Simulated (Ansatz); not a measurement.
# CaFeHIr, from a guessed structure to a relaxed one, part 2 of 2

This structure for CaFeHIr is made up. Its elements were placed in a known structure type with a cell scaled to their sizes. What cell does the guess relax to, and how far off was it?

Ansatz 0.2.0; DFT, PBEsol, plane-wave PAW, files of the set soft_1, scalar-relativistic, ferromagnetic start, cell and ions relaxed at zero pressure; PAW set soft_1 (the session's first sound run).

So far: Starting point; Relaxing cell and atoms.

## Step 2: Relaxing cell and atoms (continued)

Site moment by atom:

```csv
atom,site moment (μB)
Ir1,0.247
Fe2,0.852
Ca3,-0.011
H4,-0.012
```

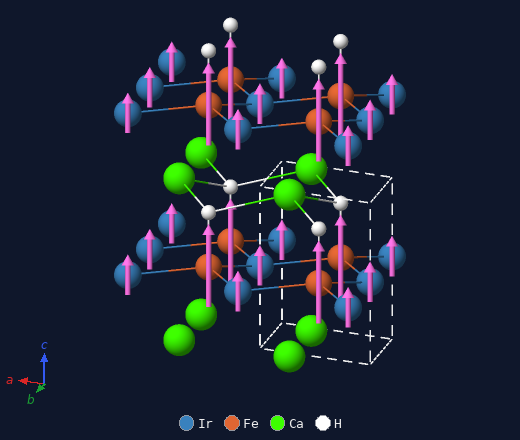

Site moment as arrows, the longest 0.852 μB. Up and down stand for the sign. Arrows give size and sign along the axis of quantisation, drawn up and down the page. Each arrow also spans its atom, so small moments look longer than they are. Bonds to atoms that aren't drawn are left out. 2×2×2 cells are drawn. Some periodic images of atoms are drawn too.

The shortest distance of each pair, which need not be the same contact before and after:

```csv
pair,guess (Å),relaxed (Å)
Fe–H,1.561,1.532
Fe–Ir,2.456,2.281
Ca–H,2.343,2.332
H–Ir,3.259,2.906
Ca–Fe,2.892,3.087
```

The relaxation ends with a largest force component of 0.0042 eV/Å and a pressure of 0.01 GPa.

## Step 3: Bands of the relaxed cell

A second self-consistent run takes a narrower smearing and the mesh shown in its input; the bands follow along the standard path of the relaxed lattice.

This step: DFT, PBEsol, plane-wave PAW, files of the set soft_1, scalar-relativistic, ferromagnetic start, bands and density of states at the relaxed cell; PAW set soft_1 (Ansatz 0.2.0).

input.yaml

```yaml
crystal:
  lattice:
    - [3.917607983, 0.0, 0.0]
    - [-1.9588039915, 3.3927480353, 0.0]
    - [0.0, 0.0, 4.5538507049]
  atoms:
    - { symbol: Ir, position: [0.0, 0.0, 0.5111964268] }
    - { symbol: Fe, position: [0.3333333333, 0.6666666667, 0.5753455149], spin: 0.9 }
    - { symbol: Ca, position: [0.6666666667, 0.3333333333, 1.0366871123] }
    - { symbol: H, position: [0.3333333333, 0.6666666667, 0.911870946] }
magnetization:
  spin_polarized: true
kpoints:
  mp_grid: { grid: [10, 10, 8] }
  band_path:
    path:
      - [[0.0, 0.0, 0.0], [0.5, 0.0, 0.0], [0.33333333, 0.33333333, 0.0], [0.0, 0.0, 0.0], [0.0, 0.0, 0.5], [0.5, 0.0, 0.5], [0.33333333, 0.33333333, 0.5], [0.0, 0.0, 0.5]]
      - [[0.5, 0.0, 0.5], [0.5, 0.0, 0.0]]
      - [[0.33333333, 0.33333333, 0.0], [0.33333333, 0.33333333, 0.5]]
    npoints: 8
scf:
  occupations: { method: fermi_dirac, width: 0.03 }
  n_extra_bands: 9
hamiltonian:
  xc: pbesol
  pseudopotentials: { kind: paw, azcp: { folder: soft_1 }, xc_functional: pbe }
output:
  forces: true
  stress: true
  write_bands: true
  dos: { projected: true }
  write_density: true
  write_potential: true
  elf: true
  volumetric_format: npy
```

On the command line:

```console
$ ansatz run input.yaml --threads 4 --pin off --max-ram 8192MiB --backend cpu --events-out ev --progress --plain --runs-dir out
```

Numbers of over 12 decimals in the logs are rounded to 6 here.

Output:

```text
[...]
Crystal: 4 atoms, lattice volume = 60.527 Å³
Basis set: ecut = 420 eV, 1191 PW (Γ), exchange–correlation on 54×54×64 points (8 copies of the dense FFT grid, shifted against one another)
Bands: 31, of which v1, the nominal top of the filled ones, is band 22 counted from 1 (21 counted from 0)
Symmetry: 6 space group operations
[...]
k-points: 94 of 800 (time reversal used)
[...]
Starting moments: Σ|m| = 0.9 μB on 1 of 4 sites
[...]
SCF iter   1: F=—  HF=-18061.006824 eV  |F-HF|=—  |Δ(HF+E_count)|=         —  Δρ=8.06e-2 (↑8.06e-2 ↓5.69e-2)  dr2=1.52e1  dr2_m=3.66e-1  M=0.347 μB ∫|m|=0.390 μB  β_m=0.30  ethr=3.10e-3  ⟨swp⟩=7.2  Hψ=27985  notcnv=0
[...]
SCF iter  14: F=-18058.735381 eV  HF=-18058.735381 eV  |F-HF|=1.47e-8  |Δ(HF+E_count)|=   7.50e-9  Δρ=2.75e-6 (↑1.65e-6 ↓2.75e-6)  dr2=1.63e-8  dr2_m=2.59e-10  M=1.258 μB ∫|m|=1.482 μB  ethr=9.01e-11  ⟨swp⟩=10.4  Hψ=37246  notcnv=0
SCF 1 converged in 14 iterations: F = -18058.735381 eV  dr2 = 1.63e-8
[...]
NSCF: frozen V_eff on 75 k-points
SCF converged after 14 iterations
Magnetization: 1.2585 μB (22.6292 up, 21.3708 down)
Absolute magnetization: 1.4819 μB (∫|ρ↑−ρ↓|, with the PAW one-centre terms)
[...]
Per-site moments (μB) at R_I (Å): [(0.246417, 0.940755), (0.847317, 0.632151), (-0.010472, 0.962015), (-0.012591, 0.632151)]
Free energy (F): -18058.735381 eV
[...]
Internal energy: -18058.729194 eV  (E = F + TS)
E sigma→0 (E₀):  -18058.732288 eV
Entropy (-TS):   -0.006186 eV (-1.547 meV/atom)
Fermi energy:    12.408330 eV
[...]
--- Forces (eV/Å), atoms counted from 1 ---
  atom   1  Ir     0.00000000     0.00000000    -0.00376983
  atom   2  Fe     0.00000000    -0.00000000     0.01850154
  atom   3  Ca     0.00000000     0.00000000    -0.00199928
  atom   4  H     -0.00000000     0.00000000    -0.01276614
  max |Σ_I F_I| component: 3.37e-5 eV/Å
--- Stress (GPa, compression-positive) ---
       -0.026688       0.000000       0.000000
        0.000000      -0.026688      -0.000000
        0.000000       0.000000       0.019684
  P = ⅓ Tr σ = -0.0112 GPa (-0.112 kbar)
--- Band table (eV; the first three rows and the last of 188) ---
  k-point 0 ↑: bands = [... 18 lower, 10.6379, 10.6379, 10.7554, 11.7453, 11.7453, 12.6016, 14.6519, 15.6007, ... 5 higher]
  k-point 1 ↑: bands = [... 18 lower, 10.6136, 10.6136, 10.7748, 11.7754, 11.7754, 12.1072, 15.0295, 15.7103, ... 5 higher]
  k-point 2 ↑: bands = [... 18 lower, 10.5632, 10.5632, 10.6642, 11.4320, 11.8397, 11.8397, 15.6170, 16.0045, ... 5 higher]
  k-point 93 ↓: bands = [... 18 lower, 10.4101, 11.3969, 12.4409, 12.7231, 13.0212, 13.2245, 14.0581, 14.1777, ... 5 higher]
```

The job ended after 19 s (4 threads of Arm Neoverse V2, shared host; peak memory 0.64 GiB).

Reading the cycles: dr2 is the Hartree energy of the density residual (eV), the measure of convergence; HF is the Harris–Foulkes estimate of the energy, which meets the free energy F at convergence.

Numbers from this step:

| Property | Result |
| --- | --- |
| free energy | -18058.7354 eV |
| energy at zero smearing | -18058.7323 eV |
| smearing term TS | 0.006186 eV |
| Fermi energy | 12.41 eV |
| magnetization | 1.258 μB |
| absolute magnetization | 1.482 μB |
| site moments | 0.2464, 0.8473, -0.01047, -0.01259 μB |
| pressure | -0.01123 GPa |

bands.tsv at the labelled points (eV, zero at the Fermi level; the bands that come nearest the Fermi level along the path):

| point | band_20_up | band_21_up | band_22_up | band_23_up | band_20_dn | band_21_dn | band_22_dn | band_23_dn |
| --- | --- | --- | --- | --- | --- | --- | --- | --- |
| Γ | -1.65 | -0.66 | -0.66 | 0.19 | -1.03 | 0.20 | 0.20 | 0.43 |
| M | -1.19 | -0.38 | 0.34 | 1.30 | -0.65 | 0.61 | 0.94 | 1.87 |
| K | -0.52 | -0.06 | 0.12 | 0.47 | -0.16 | 0.46 | 0.84 | 0.87 |
| Γ | -1.65 | -0.66 | -0.66 | 0.19 | -1.03 | 0.20 | 0.20 | 0.43 |
| A | -1.90 | -1.04 | -0.49 | -0.49 | -1.18 | -0.72 | 0.46 | 0.46 |
| L | -0.96 | -0.40 | 0.33 | 0.39 | -0.85 | 0.56 | 0.72 | 1.00 |
| H | -0.41 | -0.26 | 0.28 | 0.46 | 0.25 | 0.40 | 0.50 | 0.73 |
| A | -1.90 | -1.04 | -0.49 | -0.49 | -1.18 | -0.72 | 0.46 | 0.46 |
| L | -0.96 | -0.40 | 0.33 | 0.39 | -0.85 | 0.56 | 0.72 | 1.00 |
| M | -1.19 | -0.38 | 0.34 | 1.30 | -0.65 | 0.61 | 0.94 | 1.87 |
| K | -0.52 | -0.06 | 0.12 | 0.47 | -0.16 | 0.46 | 0.84 | 0.87 |
| H | -0.41 | -0.26 | 0.28 | 0.46 | 0.25 | 0.40 | 0.50 | 0.73 |

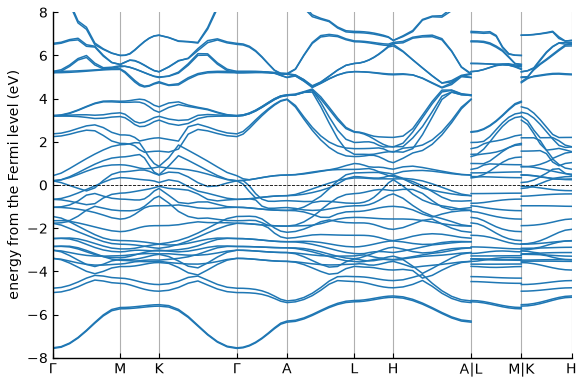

Bands along the path. 24 bands lie wholly below the window drawn.

Site moment by atom:

```csv
atom,site moment (μB)
Ir1,0.246
Fe2,0.847
Ca3,-0.010
H4,-0.013
```

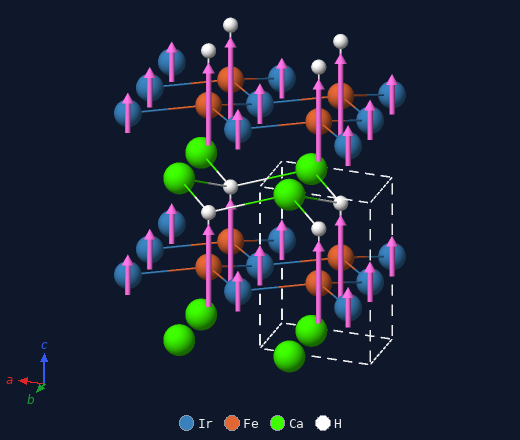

Site moment as arrows, the longest 0.847 μB. Up and down stand for the sign. Arrows give size and sign along the axis of quantisation, drawn up and down the page. Each arrow also spans its atom, so small moments look longer than they are. Bonds to atoms that aren't drawn are left out. 2×2×2 cells are drawn. Some periodic images of atoms are drawn too.

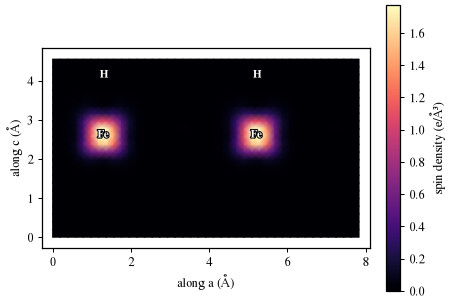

Spin density in the ac plane at fractional y = 0.667, with atoms of Fe and H within 0.2 Å of it.

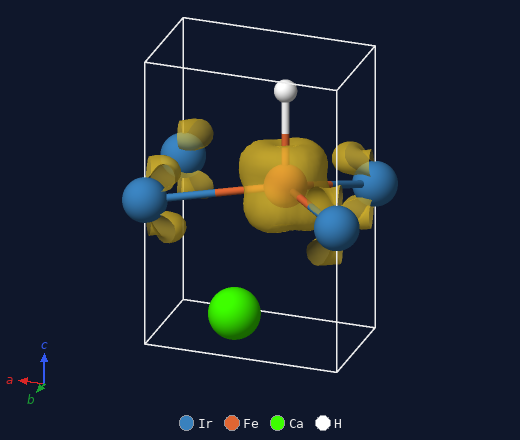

Surface of spin density = 0.098 e/Å³, which holds about 70 % of the integral of its size. Bonds to atoms that aren't drawn are left out.

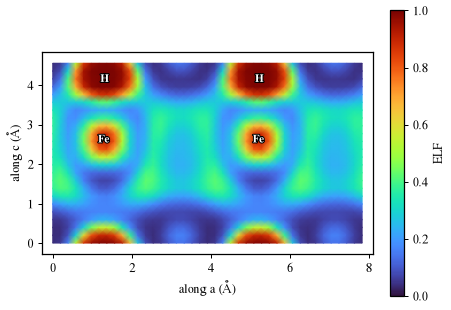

ELF in the ac plane at fractional y = 0.667, with atoms of Fe and H within 0.2 Å of it. It is the smooth field of the valence electrons, not physical close to the nuclei.

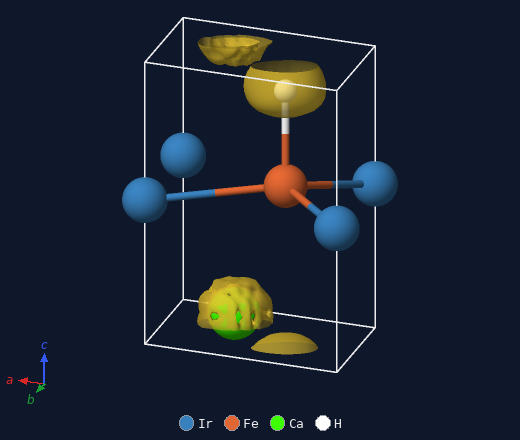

Surface of ELF = 0.85. Bonds to atoms that aren't drawn are left out.

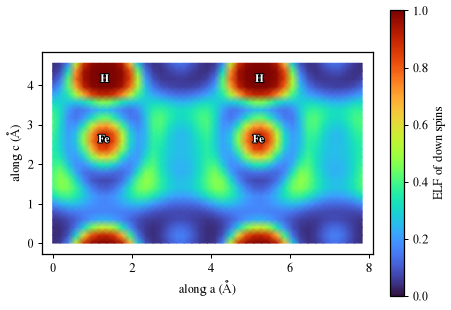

ELF of down spins in the ac plane at fractional y = 0.667, with atoms of Fe and H within 0.2 Å of it. It is the smooth field of the valence electrons, not physical close to the nuclei.

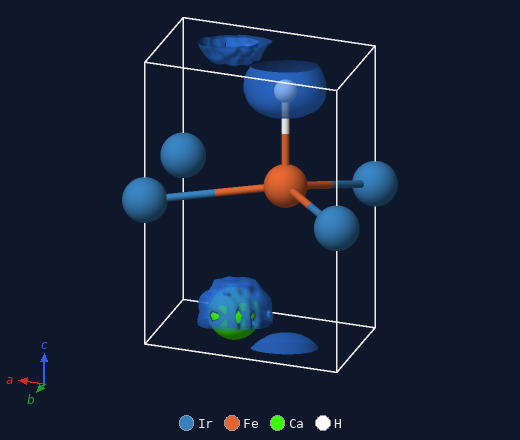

Surface of ELF of down spins = 0.85. Bonds to atoms that aren't drawn are left out.

## Step 4: Summary of results

- space group, relaxed: P3m1
- conventional cell: a = 3.918, b = 3.918, c = 4.554 Å; α = 90.0°, β = 90.0°, γ = 120.0°
- volume per atom: 15.13 Å³ (guess 16.27)
- total moment: 1.26 μB in the cell of 4 atoms

In words: CaFeHIr relaxes to P3m1 with a = 3.918, b = 3.918 and c = 4.554 Å. The guessed volume was 8 % too large. The space group P3m1 was held in the relaxation, so the end point is a stationary structure within it and may be a saddle against distortions or other arrangements. The input starts from parallel moments, and no other start was typed. Bands cross the Fermi level, so it is a metal or semimetal at this level. On the 10×10×8 mesh with the narrower smearing (relaxed on 8×8×6) the largest force component is 0.019 eV/Å and the largest stress component is 0.027 GPa, against the relaxation's thresholds of 0.015 eV/Å and 0.05 GPa. The cutoff wasn't tested. Spin-orbit coupling is left out, which can matter for elements this heavy. No dispersion term is used, so weakly bound directions may come out too long. Nothing here tests whether the compound is stable against decomposition.

[Logs are printed without paths, hosts, clocks, repeated set-up lines and the standing remarks that a program may print on its own settings, such as how far it seeks lower states.]

[Hosts, paths, dates, database ids (printed as entryN), source tags and the programs' standing remarks are cut or masked in the printed files.]
